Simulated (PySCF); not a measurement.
**Geometry relaxation of C$_{3}$H$_{5}$AlCl$_{2}$**

System: C$_{3}$H$_{5}$AlCl$_{2}$.
Method: PBE0-D3(BJ)/def2-SVP geometry optimisation, gas phase (PySCF 2.14.0).

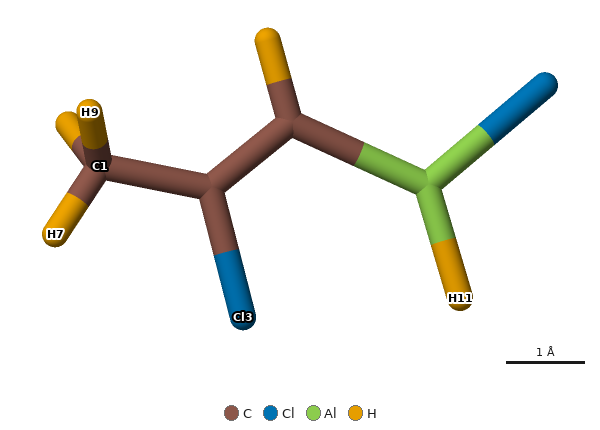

*The structure as given in the input (stick view, seen at a tilt; atoms are numbered from 1 in the order of the input). Sticks mark near contacts.*

Bond lengths as drawn: Al–C 1.96 Å, Al–Cl 2.04 Å, Al–H 1.52 Å, C–C 1.37 to 1.47 Å, C–Cl 1.73 Å and C–H 1.07 to 1.12 Å.

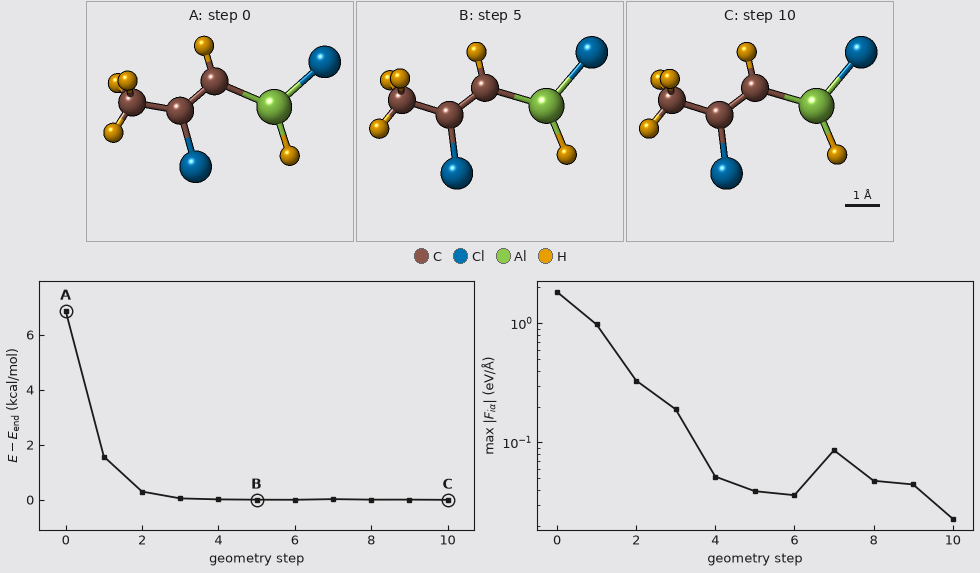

*Frames of the relaxation (ball-and-stick view, seen at a tilt) above the curves, on which the letters mark them (steps are counted from 0).*

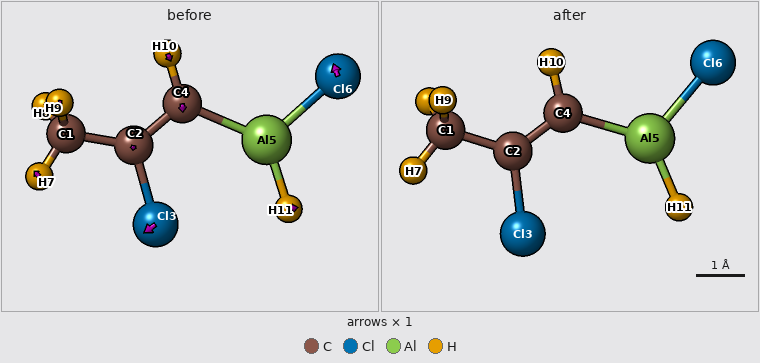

*Before (left) and after (right) the relaxation, at one scale (ball-and-stick view, seen at a tilt). The pink arrows give the displacements, at true length.*

After 10 geometry steps the energy has fallen by 6.87 kcal/mol. Largest force component: 1.8 eV/Å at the start, 0.023 eV/Å at the end. The largest move after the best rigid fit is that of Cl3, 0.34 Å. By element the largest moves are Cl 0.34 Å, H 0.22 Å, C 0.20 Å, Al 0.08 Å. Among the contacts that change: Al5–Cl6 2.038 → 2.115 Å, Al5–H11 1.525 → 1.574 Å, C1–C2 1.468 → 1.501 Å, C1–H7 1.070 → 1.096 Å. Among the angles that change: Al5–C4–H10 129.3° → 118.9°, C2–C4–Al5 117.0° → 127.2°, Cl3–C2–C4 114.7° → 120.1°. (Atoms are counted from 1 in the order of the input.)

These pictures come from the run below.

**Input**
```
{"job": {"xc": "PBE0", "basis": "def2-SVP", "d3": "d3bj", "grid": 1, "shake": 0.01, "kind": "geom"}, "charge": 0, "multiplicity": 1}
C     -1.959650    -0.212020     0.231990
C     -0.497750    -0.300270     0.137540
Cl     0.130200    -1.909800     0.046330
C      0.448560     0.683320     0.113900
Al     2.315740     0.117370    -0.018020
Cl     3.698930     1.613640    -0.042490
H     -2.436850    -1.169060     0.217730
H     -2.346180     0.399870    -0.616020
H     -2.264470     0.333940     1.164560
H      0.030910     1.698840     0.179460
H      2.918690    -1.281660    -0.075850
```

The first line tells a small driver script what to run in PySCF; the rest is the geometry in Å.

Command:
```bash
OMP_NUM_THREADS=1 python <driver script> task.json out
```

**What the program printed**
```
step   0  E = -1279.19834330  max force = 0.035679
step   1  E = -1279.20678613  max force = 0.018995
step   2  E = -1279.20881629  max force = 0.006436
step   3  E = -1279.20921098  max force = 0.003688
step   4  E = -1279.20926931  max force = 0.001005
step   5  E = -1279.20928635  max force = 0.000759
step   6  E = -1279.20929124  max force = 0.000702
step   7  E = -1279.20925405  max force = 0.001673
step   8  E = -1279.20928395  max force = 0.000927
step   9  E = -1279.20928253  max force = 0.000864
step  10  E = -1279.20929466  max force = 0.000446
optimisation converged
```

**Trajectory as extended XYZ (Å, eV, eV/Å), 11 frames, from step=0 to step=10**
```
11
Properties=species:S:1:pos:R:3:forces:R:3 step=0 energy=-34808.75992
C    -1.9596   -0.2120    0.2320   -0.7269   1.8258   0.2230
C    -0.4978   -0.3003    0.1375    1.8347   1.0499  -0.0007
Cl    0.1302   -1.9098    0.0463   -0.3505  -1.1885  -0.0314
C     0.4486    0.6833    0.1139   -0.9821  -0.7129   0.0195
Al    2.3157    0.1174   -0.0180   -1.2263   0.0335   0.1096
Cl    3.6989    1.6136   -0.0425    0.9930   1.1397  -0.0208
H    -2.4369   -1.1691    0.2177   -0.4237  -0.8676  -0.0122
H    -2.3462    0.3999   -0.6160    0.0720  -0.2826   0.2977
H    -2.2645    0.3339    1.1646    0.1982  -0.3747  -0.5082
H     0.0309    1.6988    0.1795    0.2562   0.0220  -0.0279
H     2.9187   -1.2817   -0.0759    0.3554  -0.6446  -0.0488
11
Properties=species:S:1:pos:R:3:forces:R:3 step=1 energy=-34808.98966
C    -1.9734   -0.1797    0.2329   -0.3352   0.9374   0.0835
C    -0.5025   -0.3587    0.1349    0.9768   0.0979  -0.0058
Cl   -0.0299   -2.0449    0.0497   -0.0391  -0.2205  -0.0156
C     0.4673    0.5873    0.1093   -0.6220  -0.3869   0.0166
Al    2.3631    0.1639   -0.0173   -0.7285  -0.0639   0.0789
Cl    3.7107    1.7361   -0.0372    0.4329   0.6308  -0.0097
H    -2.5090   -1.1251    0.2230   -0.1454  -0.2629   0.0021
H    -2.3281    0.4441   -0.6103    0.0151  -0.1523   0.1093
H    -2.2364    0.3764    1.1575    0.0815  -0.2044  -0.2011
H     0.0521    1.6037    0.1744    0.2180   0.0599  -0.0234
H     3.0246   -1.2290   -0.0779    0.1459  -0.4351  -0.0349
11
Properties=species:S:1:pos:R:3:forces:R:3 step=2 energy=-34809.04490
C    -1.9727   -0.1173    0.2311   -0.1033   0.0919  -0.0147
C    -0.5131   -0.4340    0.1331    0.3309  -0.2211  -0.0265
Cl   -0.1620   -2.1561    0.0479   -0.0431   0.1227   0.0119
C     0.4934    0.4572    0.1070   -0.3066  -0.0564   0.0194
Al    2.3987    0.1357   -0.0075   -0.2487  -0.1596   0.0108
Cl    3.5603    1.8809   -0.0262    0.1852   0.2658  -0.0107
H    -2.5903   -1.0215    0.2272   -0.0272  -0.0280   0.0013
H    -2.2811    0.5241   -0.6096    0.0169  -0.0496  -0.0229
H    -2.1804    0.4479    1.1528    0.0191  -0.0442   0.0362
H     0.1046    1.4835    0.1647    0.2093   0.1240  -0.0026
H     3.1812   -1.2263   -0.0815   -0.0326  -0.0455  -0.0021
11
Properties=species:S:1:pos:R:3:forces:R:3 step=3 energy=-34809.05564
C    -1.9703   -0.1325    0.2293   -0.0071  -0.1421  -0.0226
C    -0.4975   -0.4140    0.1367   -0.1896  -0.0824  -0.0124
Cl   -0.1163   -2.1273    0.0508   -0.0038   0.1080   0.0106
C     0.4801    0.5032    0.1148    0.0241   0.0243   0.0137
Al    2.3688    0.1412   -0.0026    0.1440  -0.0868  -0.0301
Cl    3.5969    1.8612   -0.0415    0.0323   0.0211  -0.0044
H    -2.5650   -1.0557    0.2221    0.0338   0.0541   0.0006
H    -2.2922    0.4961   -0.6136    0.0085   0.0184  -0.0387
H    -2.1923    0.4174    1.1541   -0.0068   0.0324   0.0702
H     0.1254    1.5429    0.1712    0.0093  -0.0468   0.0003
H     3.1010   -1.2585   -0.0822   -0.0447   0.0998   0.0126
11
Properties=species:S:1:pos:R:3:forces:R:3 step=4 energy=-34809.05723
C    -1.9764   -0.1343    0.2313    0.0056  -0.0054   0.0042
C    -0.5054   -0.4212    0.1384   -0.0206  -0.0517  -0.0087
Cl   -0.1322   -2.1330    0.0543    0.0135   0.0356   0.0033
C     0.4812    0.4895    0.1155   -0.0058   0.0145   0.0095
Al    2.3798    0.1519   -0.0077    0.0226  -0.0429  -0.0093
Cl    3.6111    1.8713   -0.0496   -0.0181   0.0057  -0.0049
H    -2.5749   -1.0532    0.2232    0.0152   0.0106   0.0006
H    -2.2926    0.4962   -0.6137    0.0006   0.0057   0.0014
H    -2.1957    0.4173    1.1584   -0.0017   0.0025   0.0004
H     0.1262    1.5279    0.1731   -0.0007   0.0092  -0.0004
H     3.1176   -1.2383   -0.0842   -0.0106   0.0162   0.0039
11
Properties=species:S:1:pos:R:3:forces:R:3 step=5 energy=-34809.05769
C    -1.9755   -0.1342    0.2336    0.0036  -0.0040   0.0048
C    -0.5057   -0.4237    0.1398    0.0390   0.0165  -0.0056
Cl   -0.1222   -2.1317    0.0541   -0.0290  -0.0040   0.0052
C     0.4805    0.4878    0.1170   -0.0029  -0.0019   0.0042
Al    2.3793    0.1465   -0.0105   -0.0237   0.0153  -0.0020
Cl    3.5934    1.8777   -0.0602    0.0016   0.0051  -0.0103
H    -2.5749   -1.0516    0.2236   -0.0071  -0.0108   0.0010
H    -2.2898    0.4989   -0.6106    0.0013  -0.0051   0.0100
H    -2.1939    0.4167    1.1618    0.0034  -0.0101  -0.0110
H     0.1260    1.5265    0.1742    0.0058   0.0077   0.0015
H     3.1213   -1.2389   -0.0838    0.0079  -0.0087   0.0022
11
Properties=species:S:1:pos:R:3:forces:R:3 step=6 energy=-34809.05782
C    -1.9744   -0.1372    0.2368   -0.0020   0.0210   0.0015
C    -0.5043   -0.4231    0.1422    0.0147   0.0157  -0.0051
Cl   -0.1265   -2.1315    0.0546    0.0119  -0.0202   0.0047
C     0.4818    0.4886    0.1193   -0.0078  -0.0229   0.0020
Al    2.3800    0.1470   -0.0132   -0.0276   0.0361  -0.0048
Cl    3.5824    1.8861   -0.0792    0.0060  -0.0026  -0.0148
H    -2.5715   -1.0560    0.2237   -0.0070  -0.0087   0.0014
H    -2.2897    0.4980   -0.6053   -0.0024  -0.0013   0.0085
H    -2.1941    0.4102    1.1665    0.0001  -0.0041  -0.0023
H     0.1287    1.5279    0.1762    0.0041  -0.0011   0.0044
H     3.1262   -1.2360   -0.0825    0.0101  -0.0117   0.0045
11
Properties=species:S:1:pos:R:3:forces:R:3 step=7 energy=-34809.05681
C    -1.9705   -0.1511    0.2542   -0.0095   0.0438  -0.0129
C    -0.4993   -0.4271    0.1547   -0.0507   0.0325  -0.0093
Cl   -0.1257   -2.1337    0.0563    0.0860  -0.0568   0.0090
C     0.4824    0.4889    0.1312    0.0052  -0.0335  -0.0028
Al    2.3790    0.1597   -0.0277   -0.0048   0.0690  -0.0285
Cl    3.5441    1.9201   -0.1827   -0.0112  -0.0462  -0.0236
H    -2.5623   -1.0731    0.2257   -0.0037   0.0011   0.0032
H    -2.2887    0.4964   -0.5767   -0.0083   0.0096  -0.0001
H    -2.1934    0.3796    1.1916   -0.0065   0.0130   0.0331
H     0.1300    1.5288    0.1877   -0.0115  -0.0235   0.0154
H     3.1429   -1.2146   -0.0753    0.0149  -0.0089   0.0165
11
Properties=species:S:1:pos:R:3:forces:R:3 step=8 energy=-34809.05763
C    -1.9724   -0.1447    0.2464   -0.0049   0.0210  -0.0072
C    -0.5016   -0.4255    0.1486   -0.0292   0.0153  -0.0075
Cl   -0.1256   -2.1332    0.0560    0.0477  -0.0300   0.0075
C     0.4816    0.4888    0.1246    0.0029  -0.0176   0.0007
Al    2.3789    0.1554   -0.0214   -0.0012   0.0382  -0.0175
Cl    3.5660    1.9037   -0.1319   -0.0078  -0.0214  -0.0214
H    -2.5670   -1.0654    0.2265   -0.0014   0.0001   0.0026
H    -2.2900    0.4960   -0.5902   -0.0048   0.0053   0.0012
H    -2.1933    0.3948    1.1796   -0.0036   0.0067   0.0206
H     0.1284    1.5283    0.1813   -0.0061  -0.0134   0.0098
H     3.1337   -1.2241   -0.0804    0.0085  -0.0043   0.0112
11
Properties=species:S:1:pos:R:3:forces:R:3 step=9 energy=-34809.05759
C    -1.9729   -0.1439    0.2496    0.0075  -0.0408  -0.0029
C    -0.5028   -0.4308    0.1499    0.0187   0.0393  -0.0108
Cl   -0.1097   -2.1357    0.0559   -0.0444  -0.0062   0.0143
C     0.4783    0.4854    0.1247    0.0210   0.0233   0.0014
Al    2.3764    0.1587   -0.0248    0.0040   0.0096  -0.0184
Cl    3.5656    1.9040   -0.1446   -0.0125  -0.0090  -0.0219
H    -2.5716   -1.0618    0.2297   -0.0058  -0.0066   0.0032
H    -2.2889    0.4990   -0.5862    0.0037  -0.0044   0.0049
H    -2.1906    0.3961    1.1839    0.0049  -0.0072   0.0084
H     0.1214    1.5234    0.1819   -0.0041   0.0013   0.0100
H     3.1333   -1.2203   -0.0811    0.0070   0.0008   0.0120
11
Properties=species:S:1:pos:R:3:forces:R:3 step=10 energy=-34809.05792
C    -1.9728   -0.1457    0.2525    0.0031  -0.0084   0.0013
C    -0.5022   -0.4292    0.1513    0.0045   0.0111  -0.0118
Cl   -0.1160   -2.1358    0.0573   -0.0067  -0.0011   0.0125
C     0.4795    0.4865    0.1247    0.0054   0.0053   0.0021
Al    2.3776    0.1606   -0.0280    0.0003   0.0002  -0.0187
Cl    3.5654    1.9057   -0.1562   -0.0118  -0.0044  -0.0229
H    -2.5698   -1.0648    0.2321    0.0013  -0.0014   0.0033
H    -2.2907    0.4974   -0.5826    0.0012  -0.0010   0.0072
H    -2.1907    0.3929    1.1876    0.0027  -0.0056   0.0045
H     0.1224    1.5243    0.1822   -0.0030   0.0033   0.0098
H     3.1359   -1.2179   -0.0818    0.0031   0.0020   0.0128
```

**Results in brief**

```json
{"quantity": "outcome", "value": "converged"}
{"quantity": "total energy", "value": "−1279.209295 hartree"}
{"quantity": "dipole moment", "value": "2.77 D"}
{"quantity": "point group", "value": "C1"}
{"quantity": "hardware", "value": "1 CPU thread, shared host"}
{"quantity": "wall time", "value": "97 s"}
{"quantity": "peak memory", "value": "0.51 GiB"}
```
